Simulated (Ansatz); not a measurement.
**H3Cl: geometry relaxation (part 1 of 2)**

The run: geometry relaxation of H3Cl (disordered cell, 12 atoms in the cell). Method and program: DFT PBE-D3(BJ), scalar-relativistic, plane waves, PAW, no spin polarisation (Ansatz 0.2.0).

It belongs to a series of runs on one base structure; here: start relaxed. Figures and captions count atoms from 1; the log counts them from 0 in places.

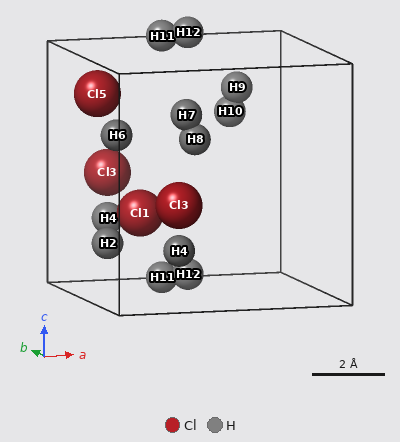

*The starting structure (spheres-only view of the cell of the calculation, seen slightly off an axis; atoms are numbered from 1 in the order of the input).*

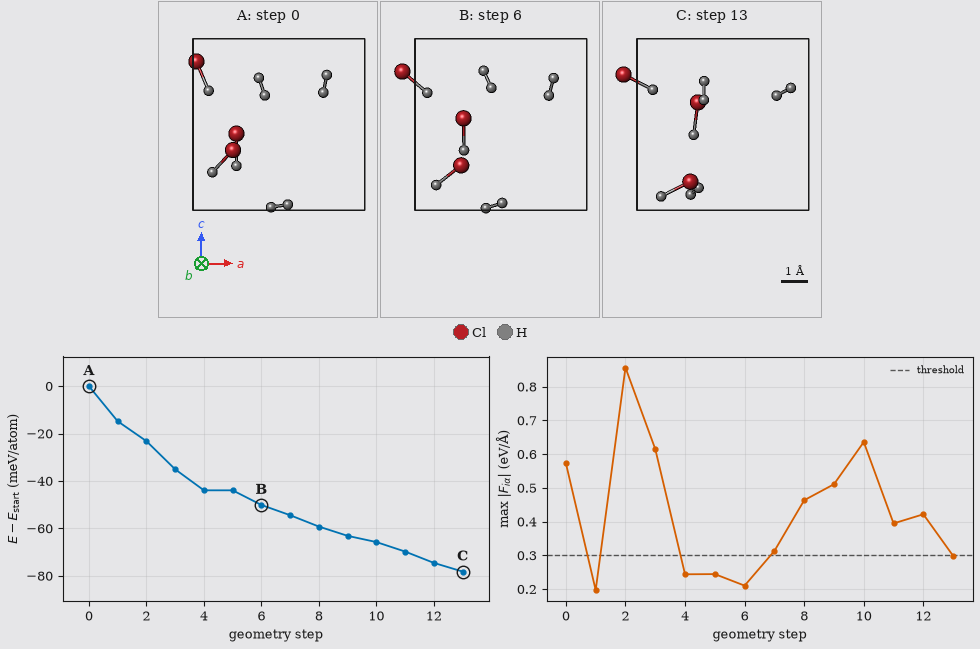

*Frames of the relaxation (ball-and-stick view of the cell of the calculation, along the b axis) above the curves, on which the letters mark them (the first geometry is step 0 here and step 1 in the log).*

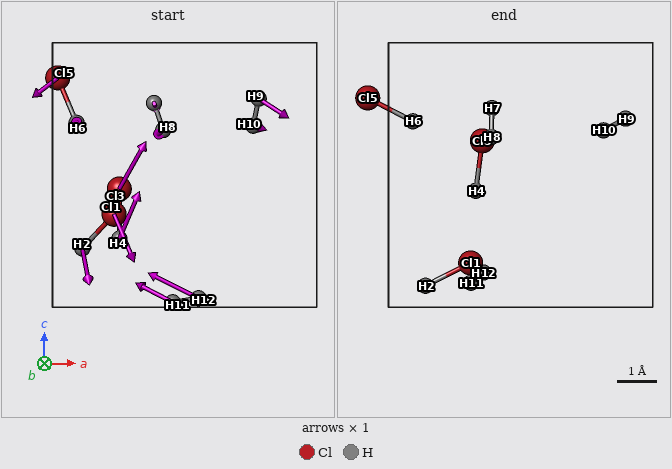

*Before (left) and after (right) the relaxation, at one scale (ball-and-stick view of the cell of the calculation, along the b axis). The pink arrows give the displacements, at true length.*

After 13 geometry steps the energy has fallen by 78.2 meV per atom. The largest force component goes from 0.57 to 0.3 eV/Å. Cl3 moves most: 1.52 Å. By element the largest moves are Cl 1.52 Å, H 1.48 Å. The cell doesn't change. Among the contacts that change: H11–H12 0.737 → 0.774 Å, Cl5–H6 1.280 → 1.311 Å, Cl1–H2 1.280 → 1.303 Å, H9–H10 0.737 → 0.754 Å. (Atoms are counted from 1 in the order of the input.)

These pictures come from the run below.

**Input**
```yaml
accuracy: low
crystal:
  lattice:
    - [6.810566, 0.0, 0.0]
    - [0.0, 6.810566, 0.0]
    - [0.0, 0.0, 6.810566]
  atoms:
    - { symbol: Cl, position: [0.2331472, 0.4652263, 0.3510631] }
    - { symbol: H, position: [0.1129684, 0.5302425, 0.2220227] }
    - { symbol: Cl, position: [0.2528671, 0.9876922, 0.4468585] }
    - { symbol: H, position: [0.2531153, 0.98665, 0.2589215] }
    - { symbol: Cl, position: [0.0198177, 0.3679757, 0.8672751] }
    - { symbol: H, position: [0.0911404, 0.3326546, 0.6970196] }
    - { symbol: H, position: [0.3841227, 0.3125344, 0.7720062] }
    - { symbol: H, position: [0.4189707, 0.3070469, 0.6696778] }
    - { symbol: H, position: [0.7802517, 0.9009268, 0.7887431] }
    - { symbol: H, position: [0.7595247, 0.9288966, 0.6862556] }
    - { symbol: H, position: [0.4550638, 0.8873996, 0.0180774] }
    - { symbol: H, position: [0.5527307, 0.843347, 0.0334442] }
basis:
  ecutwfc: 420.0
kpoints:
  mp_grid: { grid: [1, 1, 1] }
hamiltonian:
  xc: pbe
  dispersion: d3bj
scf:
  occupations: { method: fermi_dirac, width: 0.02 }
  lower_state_search: "off"
relax:
  f_tol: 0.3
  max_steps: 15
  adjacent_minimum: "off"
```

Command:
```bash
ansatz run input.yaml --threads 1 --pin off --max-ram 3072MiB --backend cpu --events-out ev --progress --plain --runs-dir out
```

**Log**
```
Engine: ansatz 0.2.0, aarch64-unknown-linux-gnu
Pseudopotentials: kind: paw
Pseudopotential: Cl, paw, valence charge 7, recommended cutoff 420 eV (normal), Cl.paw.azcp
Pseudopotential: H, paw, valence charge 1, recommended cutoff 420 eV (normal), H.paw.azcp
Functional definition: PBE
  parameter kappa = 0.804
  parameter beta = 0.06672455060314922
  exchange = pbe_x(kappa = kappa, mu = beta*pi^2/3)
  correlation = pbe_c(beta = beta)
Crystal: 12 atoms, lattice volume = 315.900 Å³
Basis set: ecut = 420 eV, 6187 PW (Γ), exchange–correlation on 96×96×96 points (8 copies of the dense FFT grid, shifted against one another)
Bands: 27, of which v1, the nominal top of the filled ones, is band 15 counted from 1 (14 counted from 0)
Symmetry: 1 space group operations
Space group: P1 (ITA 1), of the structure as read, at distance tolerance 6.8e-5 Å
k-points: 1
Non-local potential: Cl, projectors of the file, l = 0: 2, l = 1: 2, l = 2: 2
Non-local potential: H, projectors of the file, l = 0: 2, l = 1: 1
PAW form: soft (Blöchl's): semilocal exchange-correlation on the pseudo side does not see the compensation charge
PAW one-centre angular grid: Cl, 110 points (default); XC on 64 Gauss nodes
PAW one-centre angular grid: H, 110 points (default); XC on 64 Gauss nodes
Initial density: superposition of atomic densities (neutral atoms: chi_scale 0, normalization atom), corrected by the library's trained network
Initial wavefunctions: pseudopotential atomic-orbital guess
Functional: x = pbe(κ = 0.804, μ = 0.2195149727645171), c = pbe(β = 0.06672455060314922)
SCF iter   1: F=—  HF=-3383.996133 eV  |F-HF|=—  |Δ(HF+E_count)|=         —  Δρ=1.57e-3  dr2=8.58e-3  ethr=1.77e-3  ⟨swp⟩=8.0  Hψ=171  notcnv=0
preconditioner: auto → Resta (q_TF=auto, 1.843 Å⁻¹)  ε∞=1.8  [insulator: Δε(μ)=5.429 eV  Ē_g=12.844 eV  σ=0.020 eV  W_gap=1.00  n_scr=26 (ndim 8)  ℏωp=11.4 eV  f_vac=0.391  D(μ)=0.00/eV (n_scr^D=0)  ε∞_Penn≈1.8  vacuum switching on, ρ_ref=1.2e-2 e/Å³]
SCF iter   2: F=—  HF=-3383.993625 eV  |F-HF|=—  |Δ(HF+E_count)|=   2.51e-3  Δρ=7.25e-4  dr2=1.60e-3  ethr=2.86e-5  ⟨swp⟩=2.0  Hψ=55  notcnv=0  defer=7
SCF iter   3: F=—  HF=-3383.993940 eV  |F-HF|=—  |Δ(HF+E_count)|=   3.15e-4  Δρ=1.82e-4  dr2=1.11e-4  ethr=5.34e-6  ⟨swp⟩=2.0  Hψ=36  notcnv=0  defer=7
iter 4 did not close the SCF: its close was put off for the readings that it lacked (scf_convergence_deferred on its scf_iter line)
SCF iter   4: F=-3383.993959 eV  HF=-3383.993957 eV  |F-HF|=2.02e-6  |Δ(HF+E_count)|=   1.75e-5  Δρ=5.18e-5  dr2=6.70e-6  ethr=3.72e-7  ⟨swp⟩=2.0  Hψ=31  notcnv=0  defer=7
iter 5 did not close the SCF: its close was put off for the readings that it lacked (scf_convergence_deferred on its scf_iter line)
SCF iter   5: F=-3383.993960 eV  HF=-3383.993960 eV  |F-HF|=9.06e-8  |Δ(HF+E_count)|=   2.65e-6  Δρ=1.25e-5  dr2=3.72e-7  ethr=2.23e-8  ⟨swp⟩=2.0  Hψ=32  notcnv=0  defer=7
SCF iter   6: F=-3383.993960 eV  HF=-3383.993960 eV  |F-HF|=7.08e-9  |Δ(HF+E_count)|=   1.59e-7  Δρ=2.41e-6  dr2=2.63e-8  ethr=1.24e-9  ⟨swp⟩=1.0  Hψ=65  notcnv=0
SCF 1 converged in 6 iterations: F = -3383.993960 eV  dr2 = 2.63e-8
  greatest PAW one-centre occupation: 0.908 electrons in one spin orbital (limit 2), on the Cl atom at site 2 (counted from 0), in its partial waves of l = 0
relax step   1: F+E_penalty+E_count = -3383.99396017 eV  Δ(F+E_penalty+E_count) = +0.000e0 eV  max|allowed force component| = 5.733e-1 eV/Å  Δτ_max = 0.0000 Å  (6 SCF iters, dr2 threshold 1.00e-4 eV, accepted)
Initial density: handed on by an earlier stage of this run
Initial wavefunctions: those handed on with the density
iter 1 solved again at ethr=5.56e-4 eV; its pass at ethr=3.10e-3 eV (dr2=1.67e-1 eV) is discarded
SCF iter   1: F=—  HF=-3384.204056 eV  |F-HF|=—  |Δ(HF+E_count)|=         —  Δρ=1.13e-2  dr2=1.71e-1  ethr=5.56e-4  ⟨swp⟩=1.0  Hψ=139  notcnv=0  defer=4
preconditioner: auto → Resta (q_TF=auto, 1.843 Å⁻¹)  ε∞=1.8  [insulator: Δε(μ)=5.483 eV  Ē_g=12.765 eV  σ=0.020 eV  W_gap=1.00  n_scr=26 (ndim 8)  ℏωp=11.4 eV  f_vac=0.373  D(μ)=0.00/eV (n_scr^D=0)  ε∞_Penn≈1.8]
SCF iter   2: F=—  HF=-3384.174703 eV  |F-HF|=—  |Δ(HF+E_count)|=   2.94e-2  Δρ=5.28e-3  dr2=3.52e-2  ethr=5.56e-4  ⟨swp⟩=2.0  Hψ=23  notcnv=0  defer=4
SCF iter   3: F=—  HF=-3384.171565 eV  |F-HF|=—  |Δ(HF+E_count)|=   3.14e-3  Δρ=7.54e-4  dr2=1.22e-3  ethr=1.17e-4  ⟨swp⟩=3.0  Hψ=37  notcnv=0  defer=6
SCF iter   4: F=—  HF=-3384.171420 eV  |F-HF|=—  |Δ(HF+E_count)|=   1.46e-4  Δρ=1.79e-4  dr2=8.01e-5  ethr=4.06e-6  ⟨swp⟩=2.0  Hψ=35  notcnv=0  defer=7
SCF iter   5: F=—  HF=-3384.171443 eV  |F-HF|=—  |Δ(HF+E_count)|=   2.32e-5  Δρ=3.55e-5  dr2=5.08e-6  ethr=2.67e-7  ⟨swp⟩=2.0  Hψ=32  notcnv=0  defer=7
SCF iter   6: F=—  HF=-3384.171445 eV  |F-HF|=—  |Δ(HF+E_count)|=   1.90e-6  Δρ=9.83e-6  dr2=4.18e-7  ethr=1.69e-8  ⟨swp⟩=2.0  Hψ=32  notcnv=0  defer=7
SCF iter   7: F=-3384.171445 eV  HF=-3384.171445 eV  |F-HF|=9.69e-9  |Δ(HF+E_count)|=   1.53e-7  Δρ=3.42e-6  dr2=5.22e-8  ethr=3.33e-10  ⟨swp⟩=5.0  Hψ=86  notcnv=0
SCF 2 converged in 7 iterations: F = -3384.171445 eV  dr2 = 5.22e-8
relax step   2: F+E_penalty+E_count = -3384.17144481 eV  Δ(F+E_penalty+E_count) = -1.775e-1 eV  max|allowed force component| = 1.972e-1 eV/Å  Δτ_max = 0.1963 Å  (7 SCF iters, accepted)
iter 1 solved again at ethr=6.42e-4 eV; its pass at ethr=3.10e-3 eV (dr2=1.93e-1 eV) is discarded
SCF iter   1: F=—  HF=-3384.309501 eV  |F-HF|=—  |Δ(HF+E_count)|=         —  Δρ=1.21e-2  dr2=2.01e-1  ethr=6.42e-4  ⟨swp⟩=1.0  Hψ=122  notcnv=0  defer=7
preconditioner: auto → Resta (q_TF=auto, 1.843 Å⁻¹)  ε∞=1.8  [insulator: Δε(μ)=5.589 eV  Ē_g=12.682 eV  σ=0.020 eV  W_gap=1.00  n_scr=26 (ndim 8)  ℏωp=11.4 eV  f_vac=0.365  D(μ)=0.00/eV (n_scr^D=0)  ε∞_Penn≈1.8  vacuum switching on, ρ_ref=1.2e-2 e/Å³]
SCF iter   2: F=—  HF=-3384.275098 eV  |F-HF|=—  |Δ(HF+E_count)|=   3.44e-2  Δρ=5.52e-3  dr2=3.70e-2  ethr=6.42e-4  ⟨swp⟩=2.0  Hψ=34  notcnv=0  defer=7
SCF iter   3: F=—  HF=-3384.272303 eV  |F-HF|=—  |Δ(HF+E_count)|=   2.80e-3  Δρ=1.06e-3  dr2=2.35e-3  ethr=1.23e-4  ⟨swp⟩=2.0  Hψ=33  notcnv=0  defer=7
SCF iter   4: F=—  HF=-3384.272031 eV  |F-HF|=—  |Δ(HF+E_count)|=   2.72e-4  Δρ=1.69e-4  dr2=6.41e-5  ethr=7.82e-6  ⟨swp⟩=2.0  Hψ=34  notcnv=0  defer=7
SCF iter   5: F=—  HF=-3384.272078 eV  |F-HF|=—  |Δ(HF+E_count)|=   4.70e-5  Δρ=4.04e-5  dr2=5.02e-6  ethr=2.14e-7  ⟨swp⟩=2.0  Hψ=39  notcnv=0  defer=7
SCF iter   6: F=—  HF=-3384.272079 eV  |F-HF|=—  |Δ(HF+E_count)|=   1.00e-6  Δρ=8.38e-6  dr2=2.46e-7  ethr=1.67e-8  ⟨swp⟩=2.0  Hψ=35  notcnv=0  defer=7
SCF iter   7: F=-3384.272079 eV  HF=-3384.272079 eV  |F-HF|=3.24e-9  |Δ(HF+E_count)|=   6.38e-8  Δρ=2.48e-6  dr2=1.65e-8  ethr=3.33e-10  ⟨swp⟩=5.0  Hψ=82  notcnv=0
SCF 3 converged in 7 iterations: F = -3384.272079 eV  dr2 = 1.65e-8
relax step   3: F+E_penalty+E_count = -3384.27207922 eV  Δ(F+E_penalty+E_count) = -1.006e-1 eV  max|allowed force component| = 8.567e-1 eV/Å  Δτ_max = 0.1951 Å  (7 SCF iters, accepted)
[...]
preconditioner: auto → Resta (q_TF=auto, 1.843 Å⁻¹)  ε∞=1.8  [insulator: Δε(μ)=5.848 eV  Ē_g=12.768 eV  σ=0.020 eV  W_gap=1.00  n_scr=26 (ndim 8)  ℏωp=11.4 eV  f_vac=0.362  D(μ)=0.00/eV (n_scr^D=0)  ε∞_Penn≈1.8  vacuum switching on, ρ_ref=1.2e-2 e/Å³]
relax step   4: F+E_penalty+E_count = -3384.41459727 eV  Δ(F+E_penalty+E_count) = -1.425e-1 eV  max|allowed force component| = 6.154e-1 eV/Å  Δτ_max = 0.2000 Å  (7 SCF iters, accepted)
preconditioner: auto → Resta (q_TF=auto, 1.843 Å⁻¹)  ε∞=1.8  [insulator: Δε(μ)=6.035 eV  Ē_g=12.827 eV  σ=0.020 eV  W_gap=1.00  n_scr=26 (ndim 8)  ℏωp=11.4 eV  f_vac=0.355  D(μ)=0.00/eV (n_scr^D=0)  ε∞_Penn≈1.8  vacuum switching on, ρ_ref=1.2e-2 e/Å³]
relax step   5: F+E_penalty+E_count = -3384.52095863 eV  Δ(F+E_penalty+E_count) = -1.064e-1 eV  max|allowed force component| = 2.441e-1 eV/Å  Δτ_max = 0.1937 Å  (5 SCF iters, dr2 threshold 1.00e-4 eV, accepted)
preconditioner: auto → Resta (q_TF=auto, 1.843 Å⁻¹)  ε∞=1.8  [insulator: Δε(μ)=5.960 eV  Ē_g=12.791 eV  σ=0.020 eV  W_gap=1.00  n_scr=26 (ndim 8)  ℏωp=11.4 eV  f_vac=0.350  D(μ)=0.00/eV (n_scr^D=0)  ε∞_Penn≈1.8  vacuum switching on, ρ_ref=1.2e-2 e/Å³]
relax step   6: F+E_penalty+E_count = -3384.52095924 eV  Δ(F+E_penalty+E_count) = -6.080e-7 eV  max|allowed force component| = 2.446e-1 eV/Å  Δτ_max = 0.0000 Å  (3 SCF iters, accepted)
preconditioner: auto → Resta (q_TF=auto, 1.843 Å⁻¹)  ε∞=1.8  [insulator: Δε(μ)=6.131 eV  Ē_g=12.837 eV  σ=0.020 eV  W_gap=1.00  n_scr=26 (ndim 8)  ℏωp=11.4 eV  f_vac=0.350  D(μ)=0.00/eV (n_scr^D=0)  ε∞_Penn≈1.8  vacuum switching on, ρ_ref=1.2e-2 e/Å³]
relax step   7: F+E_penalty+E_count = -3384.59507256 eV  Δ(F+E_penalty+E_count) = -7.411e-2 eV  max|allowed force component| = 2.105e-1 eV/Å  Δτ_max = 0.1969 Å  (7 SCF iters, accepted)
preconditioner: auto → Resta (q_TF=auto, 1.843 Å⁻¹)  ε∞=1.8  [insulator: Δε(μ)=6.197 eV  Ē_g=12.830 eV  σ=0.020 eV  W_gap=1.00  n_scr=26 (ndim 8)  ℏωp=11.4 eV  f_vac=0.347  D(μ)=0.00/eV (n_scr^D=0)  ε∞_Penn≈1.8  vacuum switching on, ρ_ref=1.2e-2 e/Å³]
relax step   8: F+E_penalty+E_count = -3384.64687795 eV  Δ(F+E_penalty+E_count) = -5.181e-2 eV  max|allowed force component| = 3.133e-1 eV/Å  Δτ_max = 0.1959 Å  (7 SCF iters, accepted)
preconditioner: auto → Resta (q_TF=auto, 1.843 Å⁻¹)  ε∞=1.8  [insulator: Δε(μ)=6.283 eV  Ē_g=12.833 eV  σ=0.020 eV  W_gap=1.00  n_scr=26 (ndim 8)  ℏωp=11.4 eV  f_vac=0.347  D(μ)=0.00/eV (n_scr^D=0)  ε∞_Penn≈1.8  vacuum switching on, ρ_ref=1.2e-2 e/Å³]
relax step   9: F+E_penalty+E_count = -3384.70437060 eV  Δ(F+E_penalty+E_count) = -5.749e-2 eV  max|allowed force component| = 4.636e-1 eV/Å  Δτ_max = 0.1969 Å  (7 SCF iters, accepted)
preconditioner: auto → Resta (q_TF=auto, 1.843 Å⁻¹)  ε∞=1.8  [insulator: Δε(μ)=6.419 eV  Ē_g=12.834 eV  σ=0.020 eV  W_gap=1.00  n_scr=26 (ndim 8)  ℏωp=11.4 eV  f_vac=0.349  D(μ)=0.00/eV (n_scr^D=0)  ε∞_Penn≈1.8  vacuum switching on, ρ_ref=1.2e-2 e/Å³]
relax step  10: F+E_penalty+E_count = -3384.75128158 eV  Δ(F+E_penalty+E_count) = -4.691e-2 eV  max|allowed force component| = 5.111e-1 eV/Å  Δτ_max = 0.1968 Å  (5 SCF iters, dr2 threshold 1.00e-4 eV, accepted)
preconditioner: auto → Resta (q_TF=auto, 1.843 Å⁻¹)  ε∞=1.8  [insulator: Δε(μ)=6.439 eV  Ē_g=12.852 eV  σ=0.020 eV  W_gap=1.00  n_scr=26 (ndim 8)  ℏωp=11.4 eV  f_vac=0.348  D(μ)=0.00/eV (n_scr^D=0)  ε∞_Penn≈1.8  vacuum switching on, ρ_ref=1.2e-2 e/Å³]
  greatest PAW one-centre occupation: 0.909 electrons in one spin orbital (limit 2), on the Cl atom at site 2 (counted from 0), in its partial waves of l = 0
relax step  11: F+E_penalty+E_count = -3384.78271136 eV  Δ(F+E_penalty+E_count) = -3.143e-2 eV  max|allowed force component| = 6.362e-1 eV/Å  Δτ_max = 0.1986 Å  (5 SCF iters, dr2 threshold 1.00e-4 eV, accepted)
preconditioner: auto → Resta (q_TF=auto, 1.843 Å⁻¹)  ε∞=1.8  [insulator: Δε(μ)=6.575 eV  Ē_g=12.915 eV  σ=0.020 eV  W_gap=1.00  n_scr=26 (ndim 8)  ℏωp=11.4 eV  f_vac=0.360  D(μ)=0.00/eV (n_scr^D=0)  ε∞_Penn≈1.8  vacuum switching on, ρ_ref=1.2e-2 e/Å³]
relax step  12: F+E_penalty+E_count = -3384.83078497 eV  Δ(F+E_penalty+E_count) = -4.807e-2 eV  max|allowed force component| = 3.949e-1 eV/Å  Δτ_max = 0.1983 Å  (5 SCF iters, dr2 threshold 1.00e-4 eV, accepted)
preconditioner: auto → Resta (q_TF=auto, 1.843 Å⁻¹)  ε∞=1.8  [insulator: Δε(μ)=6.635 eV  Ē_g=12.975 eV  σ=0.020 eV  W_gap=1.00  n_scr=26 (ndim 8)  ℏωp=11.4 eV  f_vac=0.354  D(μ)=0.00/eV (n_scr^D=0)  ε∞_Penn≈1.8  vacuum switching on, ρ_ref=1.2e-2 e/Å³]
```
